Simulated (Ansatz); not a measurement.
A series of calculations on CH$_{8}$ClPSi$_{2}$

Part 1: Relaxation

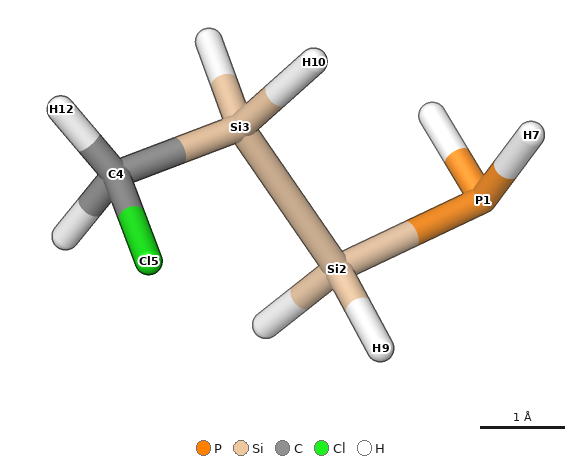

This is the input geometry for a relaxation of CH8ClPSi2. The picture is a stick view, seen at a tilt.

The run prepares an end point of a later path (inversion) calculation, from a guessed geometry.

Method: RKS PBE-D4/cc-pVDZ (Ansatz 0.2.0).

Input
```yaml
crystal:
  periodic: [false, false, false]
  atoms:
    - { symbol: P, position_ang: [-0.5646, 2.485, 1.6294] }
    - { symbol: Si, position_ang: [-0.9981, 0.9679, 0.0767] }
    - { symbol: Si, position_ang: [0.665, -0.5878, 0.0277] }
    - { symbol: C, position_ang: [0.358, -1.9171, -1.1504] }
    - { symbol: Cl, position_ang: [0.3652, -1.3246, -2.8323] }
    - { symbol: H, position_ang: [-0.2579, 1.6801, 2.6769] }
    - { symbol: H, position_ang: [0.7451, 2.8366, 1.2532] }
    - { symbol: H, position_ang: [-2.2417, 0.3239, 0.4101] }
    - { symbol: H, position_ang: [-1.1281, 1.6684, -1.1929] }
    - { symbol: H, position_ang: [2.0072, 0.0548, -0.2509] }
    - { symbol: H, position_ang: [0.8263, -1.1655, 1.4301] }
    - { symbol: H, position_ang: [1.0124, -2.7492, -1.0587] }
    - { symbol: H, position_ang: [-0.7683, -2.3071, -1.0041] }
basis:
  gaussian: { orbitals: cc-pVDZ }
hamiltonian:
  xc: pbe
  dispersion: d4
relax:
  f_tol: 0.015
  max_steps: 40
```

Command:
```bash
ansatz run input.yaml --threads 2 --pin off --max-ram 3072MiB --backend cpu --events-out ev --progress --plain --runs-dir out
```

Where does the relaxation end?

The atom that moves furthest after the best rigid fit is H13 (0.32 Å). By element the largest moves are H 0.32 Å, Cl 0.26 Å, P 0.18 Å, C 0.10 Å, Si 0.09 Å. Among the contacts that change: Si3–C4 1.803 → 1.919 Å, C4–H13 1.201 → 1.108 Å, P1–H6 1.356 → 1.447 Å, P1–Si2 2.214 → 2.298 Å. Bond angles that change, for instance: Si2–P1–H6 100.3° → 93.4°, H6–P1–H7 98.3° → 92.4°, H10–Si3–H11 103.7° → 108.4°. The energy falls by 60.3 kJ/mol in 7 geometry steps. The largest force component goes from 3.7 to 0.0082 eV/Å.

Step by step:

```csv
step,"E − E(0), kJ/mol","largest force component, eV/Å"
0,0.00,3.7168
1,-48.70,1.4004
2,-56.19,0.4142
3,-59.61,0.0897
4,-59.65,0.1516
5,-60.27,0.0261
6,-60.31,0.0101
7,-60.32,0.0082
```

Final geometry:

```xyz
13

P    -0.6290    2.6457    1.6909
Si   -0.9791    1.0551    0.0700
Si    0.6972   -0.5966    0.0772
C     0.3347   -2.0141   -1.1649
Cl    0.1033   -1.3276   -2.8307
H    -0.3035    1.6654    2.7050
H     0.7609    2.8194    1.3253
H    -2.3302    0.4292    0.3328
H    -1.0372    1.7732   -1.2559
H     2.0293    0.0238   -0.2710
H     0.7992   -1.2061    1.4607
H     1.1681   -2.7421   -1.2212
H    -0.5932   -2.5598   -0.9033
```

The end point in the same view:

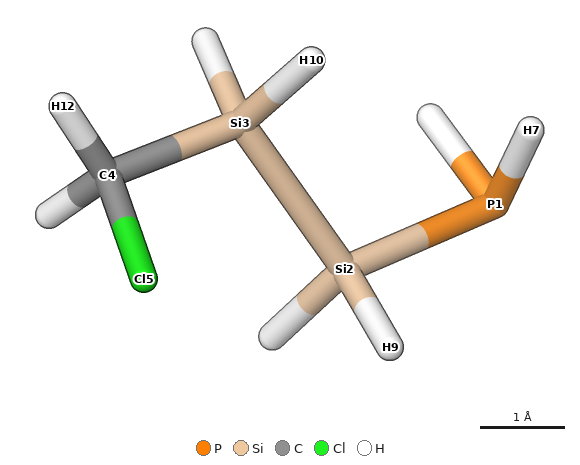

Part 2: Relaxation

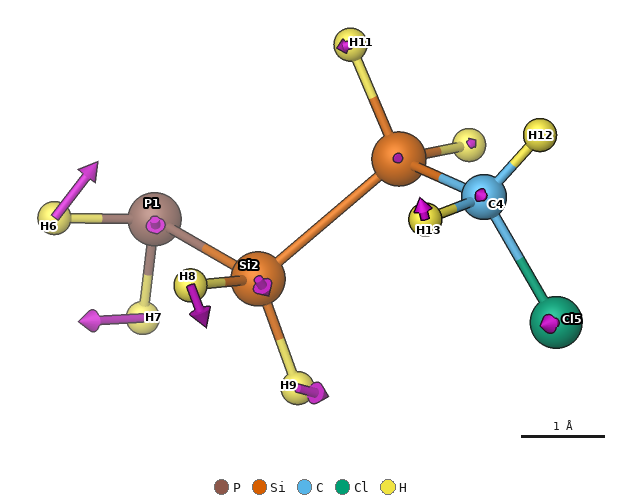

This is a relaxation of CH8ClPSi2. The starting structure is drawn; purple arrows show the displacements, at their true length. The two geometries are superimposed by the best rigid fit.

A ball-and-stick model, seen from a free direction.

The run prepares an end point of a later path (inversion) calculation, from a guessed geometry.

Method: RKS PBE-D4/cc-pVDZ (Ansatz 0.2.0). Settings: no spin polarisation; force threshold 0.015 eV/Å; at most 40 steps.

Q: Atoms of which element are displaced furthest, and by how much?

A: Hydrogen: up to 1.04 Å, against 0.34 Å for silicon.

Q: Describe the change and its energy.

A: After 15 accepted moves (16 points after the start) the energy has fallen by 16.4 kcal/mol. Largest force component: 3.8 eV/Å at the start, 0.011 eV/Å at the end. The line search rejected the trial step at point 5 of the run. The atom that moves furthest after the best rigid fit is an H atom (1.04 Å). Largest moves by element: H 1.04 Å, Si 0.34 Å, Cl 0.32 Å, P 0.31 Å, C 0.17 Å. Near-neighbour distances that change, for instance: C–Si 1.803 → 1.919 Å, C–H 1.201 → 1.108 Å, H–P 1.356 → 1.447 Å, P–Si 2.214 → 2.297 Å. Bond angles that change, for instance: Si–P–H 100.3° → 92.8°, Si–P–H 99.6° → 93.5°, H–P–H 98.3° → 92.6°. Groups turn about P–Si by about 60°. The run took 61 s on 2 threads of Arm Neoverse V2 (shared host), peak memory 0.2 GiB.

Part 3: Path

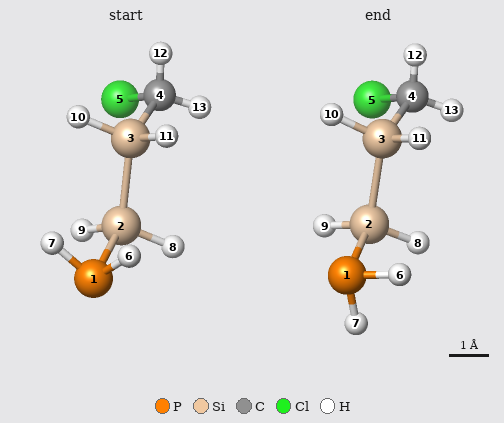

The two relaxed end points of a path for CH8ClPSi2. A ball-and-stick model, seen from a free direction.

Computed with RKS PBE-D4/cc-pVDZ in Ansatz 0.2.0.

Input
```yaml
crystal:
  periodic: [false, false, false]
  atoms:
    - { symbol: P, position_ang: [-0.627703, 2.645266, 1.691998] }
    - { symbol: Si, position_ang: [-0.979018, 1.055021, 0.071003] }
    - { symbol: Si, position_ang: [0.697238, -0.596653, 0.076515] }
    - { symbol: C, position_ang: [0.33377, -2.013838, -1.165581] }
    - { symbol: Cl, position_ang: [0.101013, -1.326999, -2.831041] }
    - { symbol: H, position_ang: [-0.301384, 1.664829, 2.705624] }
    - { symbol: H, position_ang: [0.761905, 2.819067, 1.325291] }
    - { symbol: H, position_ang: [-2.329957, 0.429061, 0.334791] }
    - { symbol: H, position_ang: [-1.038201, 1.773476, -1.254707] }
    - { symbol: H, position_ang: [2.029063, 0.023944, -0.272656] }
    - { symbol: H, position_ang: [0.800423, -1.206376, 1.459791] }
    - { symbol: H, position_ang: [1.16718, -2.741789, -1.222779] }
    - { symbol: H, position_ang: [-0.593829, -2.559608, -0.903449] }
basis:
  gaussian: { orbitals: cc-pVDZ }
hamiltonian:
  xc: pbe
  dispersion: d4
neb:
  order_check: false
  images: 5
  f_tol: 0.05
  max_iterations: 60
  initial_path: idpp
  final_atoms:
    - { symbol: P, position_ang: [0.09806507, 2.56325111, 1.68865955] }
    - { symbol: Si, position_ang: [-0.59588501, 1.11947071, 0.04247609] }
    - { symbol: Si, position_ang: [0.90484879, -0.6964007, -0.01445559] }
    - { symbol: C, position_ang: [0.22335161, -2.0853751, -1.14925706] }
    - { symbol: Cl, position_ang: [-0.14255936, -1.40974017, -2.79482079] }
    - { symbol: H, position_ang: [-0.33181724, 1.67507102, 2.74698796] }
    - { symbol: H, position_ang: [-1.15262971, 3.29138617, 1.70163161] }
    - { symbol: H, position_ang: [-2.00138976, 0.59986945, 0.2541681] }
    - { symbol: H, position_ang: [-0.55151707, 1.86982354, -1.26577668] }
    - { symbol: H, position_ang: [2.25538886, -0.26324457, -0.52939891] }
    - { symbol: H, position_ang: [1.08203852, -1.28063705, 1.37230404] }
    - { symbol: H, position_ang: [0.9520447, -2.90841709, -1.28569277] }
    - { symbol: H, position_ang: [-0.71943942, -2.50965632, -0.75202555] }
```

Run as
```bash
ansatz run input.yaml --threads 2 --pin off --max-ram 3072MiB --backend cpu --events-out ev --progress --plain --runs-dir out
```

**What barrier does the band find between them, and by what path?**

The energy climbs by 104.3 kJ/mol to image 3 and then falls by 102.4 kJ/mol, so the end point sits at +1.9 kJ/mol. The motion is an umbrella inversion at P1. No bond forms or breaks between the ends. Among the angles between lasting bonds that change up to the highest image: Si2–P1–H7 92.9° → 126.2°, Si2–P1–H6 93.4° → 121.6°. The band converged in 22 iterations, with a climbing image at the top. At the top, the vibrational analysis gives one imaginary mode (707i cm⁻¹), as a transition state must have.

Energies of the converged images:

| image | path (Å) | E (kJ/mol) |
| --- | --- | --- |
| 0 | 0.00 | 0.0 |
| 1 | 0.98 | 2.5 |
| 2 | 1.95 | 6.4 |
| 3 | 2.93 | 104.3 |
| 4 | 3.46 | 36.5 |
| 5 | 3.99 | 4.8 |
| 6 | 4.52 | 1.9 |

The geometry at the top of the path:

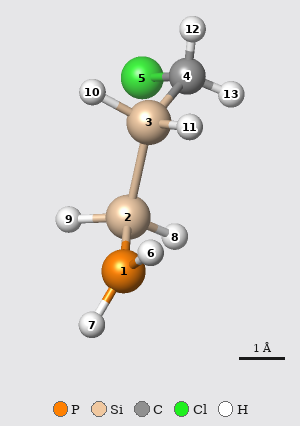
